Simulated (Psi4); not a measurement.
**Single-point calculation of Cl$_{2}$ (part 1 of 2)**

- system: Cl$_{2}$, SMILES ClCl
- method: MP2/CBS, RHF (Psi4 1.11)

The geometry comes from this level: GFN2-xTB.

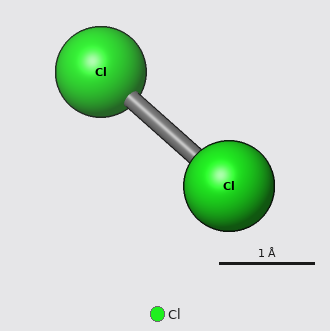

Fig. 1: The structure as given in the input (ball-and-stick view, seen at an oblique angle). Bond lengths as drawn: Cl–Cl 2.02 Å.

Results in brief

```tsv
quantity	value
outcome	converged
total energy	−919.421711 hartree
correlation energy	−0.423442 hartree
hardware	1 thread of Intel Xeon (Sapphire Rapids), 16 GiB of memory available, shared host
wall time	4.5 s
peak memory	0.28 GiB
```

The input (calc.inp)
```
memory 1.6 GB

molecule molecule1 {
  0 1
  Cl
  Cl 1 R2

  R2 = 2.015612
  units angstrom
}

set freeze_core true

result = energy('mp2/cc-pv[dt]z')
print_variables()
```

Launched with:
```bash
psi4 -n 1 calc.inp calc.out
```

The program's output
```
Psi4 1.11 release

  //>>>>>>>>>>>>>>>>>>>>>>>>>>>>>>>>>>>//
  //          CBS Computations         //
  //<<<<<<<<<<<<<<<<<<<<<<<<<<<<<<<<<<<//

    -----------------------------------------------------------------------
                               Psi4 1.11 release

    h
    h
    h

    -----------------------------------------------------------------------

    Memory:     1.5 GiB
    Threads:    1
                ecpint, einsums, f̶o̶r̶t̶e̶, gauxc, gcp, g̶d̶m̶a̶, geometric, g̶p̶u̶_̶d̶f̶c̶c̶,
                i̶n̶t̶e̶g̶r̶a̶t̶o̶r̶x̶x̶, i̶p̶i̶, libefp, m̶d̶i̶, m̶p̶2̶d̶, m̶r̶c̶c̶, ooo,
                o̶p̶e̶n̶f̶e̶r̶m̶i̶o̶n̶p̶s̶i̶4̶, pcmsolver, p̶s̶i̶4̶f̶o̶c̶k̶c̶i̶, p̶s̶i̶x̶a̶s̶,
                p̶y̶e̶i̶n̶s̶u̶m̶s̶, r̶e̶s̶p̶, s̶i̶m̶i̶n̶t̶, s̶n̶s̶m̶p̶2̶,
                v̶2̶r̶d̶m̶_̶c̶a̶s̶s̶c̶f̶

    SCF Algorithm Type (re)set to DF.

   => Loading Basis Set <=

    Name: CC-PVTZ
    Role: ORBITAL
    Keyword: BASIS

         ---------------------------------------------------------
                                   SCF
                              RHF Reference
                        1 Threads,   1525 MiB Core
         ---------------------------------------------------------

  ==> Geometry <==

    Molecular point group: d2h
    Full point group: D_inf_h

    Geometry (in Bohr), charge = 0, multiplicity = 1:

       Center              X                  Y                   Z               Mass
    ------------   -----------------  -----------------  -----------------  -----------------
         CL           0.000000000000     0.000000000000    -1.904477327593    34.968852682000
         CL           0.000000000000     0.000000000000     1.904477327593    34.968852682000

  Running in d2h symmetry.

  Rotational constants: A = ************  B =      0.23732  C =      0.23732 [cm^-1]
  Rotational constants: A = ************  B =   7114.62380  C =   7114.62380 [MHz]
  Nuclear repulsion =   75.873835779718505

  Charge       = 0
  Multiplicity = 1
  Electrons    = 34
  Nalpha       = 17
  Nbeta        = 17

  ==> Algorithm <==

  SCF Algorithm Type is DF.
  DIIS enabled.
  MOM disabled.
  Fractional occupation disabled.
  Guess Type is SAD.
  Energy threshold   = 1.00e-08
  Density threshold  = 1.00e-08
  Integral threshold = 1.00e-12

  ==> Primary Basis <==

  Basis Set: CC-PVTZ
    Blend: CC-PVTZ
    Number of shells: 24
    Number of basis functions: 68
    Number of Cartesian functions: 78
    Spherical Harmonics?: true
    Max angular momentum: 3

   => Loading Basis Set <=

    Name: (CC-PVTZ AUX)
    Role: JKFIT
    Keyword: DF_BASIS_SCF

  ==> Integral Setup <==

  DFHelper Memory: AOs need 0.010 GiB; user supplied 1.118 GiB.
  SCF_SUBTYPE=INCORE selected. In-core MEM_DF algorithm will be used.
  Using in-core AOs.

  ==> MemDFJK: Density-Fitted J/K Matrices <==

    J tasked:                   Yes
    K tasked:                   Yes
    wK tasked:                   No
    Memory [MiB]:              1144
    Algorithm:                 Core
    Schwarz Cutoff:           1E-12
    Mask sparsity (%):       0.0000
    Fitting Condition:        1E-10

   => Auxiliary Basis Set <=

  Basis Set: (CC-PVTZ AUX)
    Blend: CC-PVTZ-JKFIT
    Number of shells: 74
    Number of basis functions: 242
    Number of Cartesian functions: 290
    Spherical Harmonics?: true
    Max angular momentum: 4

  Minimum eigenvalue in the overlap matrix is 8.9844682567E-03.
  Reciprocal condition number of the overlap matrix is 3.0798234977E-03.
    Using symmetric orthogonalization.

  ==> Pre-Iterations <==

  SCF Guess: Superposition of Atomic Densities via on-the-fly atomic UHF (no occupation information).

   -------------------------
    Irrep   Nso     Nmo
   -------------------------
     Ag        15      15
     B1g        3       3
     B2g        8       8
     B3g        8       8
     Au         3       3
     B1u       15      15
     B2u        8       8
     B3u        8       8
   -------------------------
    Total      68      68
   -------------------------

  ==> Iterations <==

                           Total Energy        Delta E     RMS |[F,P]|

   @DF-RHF iter SAD:  -918.78074381851661   -9.18781e+02   0.00000e+00
   @DF-RHF iter   1:  -918.98300064678733   -2.02257e-01   6.45555e-03 ADIIS/DIIS
   @DF-RHF iter   2:  -918.99616829441732   -1.31676e-02   2.35101e-03 ADIIS/DIIS
   @DF-RHF iter   3:  -918.99808308531647   -1.91479e-03   5.01615e-04 ADIIS/DIIS
   @DF-RHF iter   4:  -918.99825576865430   -1.72683e-04   1.25647e-04 ADIIS/DIIS
   @DF-RHF iter   5:  -918.99826899716140   -1.32285e-05   1.83947e-05 DIIS
   @DF-RHF iter   6:  -918.99826923812589   -2.40964e-07   1.76656e-06 DIIS
   @DF-RHF iter   7:  -918.99826923994397   -1.81808e-09   1.95713e-07 DIIS
   @DF-RHF iter   8:  -918.99826923996432   -2.03499e-11   1.90451e-08 DIIS
   @DF-RHF iter   9:  -918.99826923996432    0.00000e+00   2.21517e-09 DIIS
  Energy and wave function converged.

  ==> Post-Iterations <==

    Orbital Energies [Eh]
    ---------------------

    Doubly Occupied:

       1Ag  -104.899506     1B1u -104.899504     2Ag   -10.620504
       2B1u  -10.620353     3Ag    -8.087463     3B1u   -8.087244
       1B2u   -8.084362     1B3u   -8.084362     1B3g   -8.084354
       1B2g   -8.084354     4Ag    -1.210741     4B1u   -1.017359
       5Ag    -0.591582     2B2u   -0.565621     2B3u   -0.565621
       2B3g   -0.445907     2B2g   -0.445907

    Virtual:

       5B1u    0.032939     6Ag     0.397165     6B1u    0.425828
       3B3u    0.461602     3B2u    0.461602     4B3u    0.501038
       4B2u    0.501038     3B3g    0.514524     3B2g    0.514524
       7Ag     0.542091     8Ag     0.578400     1B1g    0.578400
       7B1u    0.689529     1Au     0.689529     8B1u    0.786139
       9Ag     0.845390     4B3g    0.907815     4B2g    0.907815
       9B1u    1.299057    10Ag     2.083337     5B2u    2.116325
       5B3u    2.116325    11Ag     2.140551     2B1g    2.140551
       6B2u    2.223881     6B3u    2.223881    10B1u    2.235223
       2Au     2.235223     3B1g    2.263336    12Ag     2.263336
       5B3g    2.266652     5B2g    2.266652    11B1u    2.293642
       7B2u    2.363830     7B3u    2.363830     6B3g    2.403282
       6B2g    2.403282     8B2u    2.519685     8B3u    2.519685
      12B1u    2.526611    13Ag     2.529761     3Au     2.545922
      13B1u    2.545922     7B3g    2.560533     7B2g    2.560533
      14Ag     2.769827     8B3g    3.080753     8B2g    3.080753
      14B1u    4.038022    15Ag     4.554295    15B1u    5.202226

    Final Occupation by Irrep:
             Ag   B1g   B2g   B3g    Au   B1u   B2u   B3u
    DOCC [     5,    0,    2,    2,    0,    4,    2,    2 ]
    NA   [     5,    0,    2,    2,    0,    4,    2,    2 ]
    NB   [     5,    0,    2,    2,    0,    4,    2,    2 ]

  @DF-RHF Final Energy:  -918.99826923996432

   => Energetics <=

    Nuclear Repulsion Energy =             75.8738357797185046
    One-Electron Energy =               -1420.9547216631826814
    Two-Electron Energy =                 426.0826166434997617
    Total Energy =                       -918.9982692399644293

Computation Completed

Properties will be evaluated at   0.000000,   0.000000,   0.000000 [a0]

Properties computed using the SCF density matrix

 Multipole Moments:

 ------------------------------------------------------------------------------------
     Multipole            Electronic (a.u.)      Nuclear  (a.u.)        Total (a.u.)
 ------------------------------------------------------------------------------------

 L = 1.  Multiply by 2.5417464519 to convert [e a0] to [Debye]
 Dipole X            :          0.0000000            0.0000000            0.0000000
 Dipole Y            :          0.0000000            0.0000000            0.0000000
 Dipole Z            :          0.0000000            0.0000000            0.0000000
 Magnitude           :                                                    0.0000000

 ------------------------------------------------------------------------------------

	total time  =          1 seconds =       0.02 minutes

  //>>>>>>>>>>>>>>>>>>>>>>>>>>>>>>>>>>>//
  //               DFMP2               //
  //<<<<<<<<<<<<<<<<<<<<<<<<<<<<<<<<<<<//

   => Loading Basis Set <=

    Name: (CC-PVTZ AUX)
    Role: RIFIT
    Keyword: DF_BASIS_MP2

	 --------------------------------------------------------
	                          DF-MP2
	      2nd-Order Density-Fitted Moller-Plesset Theory
	              RMP2 Wavefunction,   1 Threads

	 --------------------------------------------------------

   => Auxiliary Basis Set <=

  Basis Set: (CC-PVTZ AUX)
    Blend: CC-PVTZ-RI
    Number of shells: 64
    Number of basis functions: 244
    Number of Cartesian functions: 312
    Spherical Harmonics?: true
    Max angular momentum: 4

	 --------------------------------------------------------
	                 NBF =    68, NAUX =   244
	 --------------------------------------------------------
	   CLASS    FOCC     OCC    AOCC    AVIR     VIR    FVIR
	   PAIRS      10      17       7      51      51       0
	 --------------------------------------------------------

	-----------------------------------------------------------
	 ==================> DF-MP2 Energies <====================
	-----------------------------------------------------------
	 Reference Energy          =    -918.9982692399643156 [Eh]
	 Singles Energy            =      -0.0000000000000000 [Eh]
	 Same-Spin Energy          =      -0.0932610846759536 [Eh]
	 Opposite-Spin Energy      =      -0.2849531966350813 [Eh]
	 Correlation Energy        =      -0.3782142813110349 [Eh]
	 Total Energy              =    -919.3764835212753042 [Eh]
	-----------------------------------------------------------
	 ================> DF-SCS-MP2 Energies <==================
	-----------------------------------------------------------
	 SCS Same-Spin Scale       =       0.3333333333333333 [-]
	 SCS Opposite-Spin Scale   =       1.2000000000000000 [-]
	 SCS Same-Spin Energy      =      -0.0310870282253179 [Eh]
	 SCS Opposite-Spin Energy  =      -0.3419438359620975 [Eh]
	 SCS Correlation Energy    =      -0.3730308641874154 [Eh]
	 SCS Total Energy          =    -919.3713001041517145 [Eh]
	-----------------------------------------------------------
```
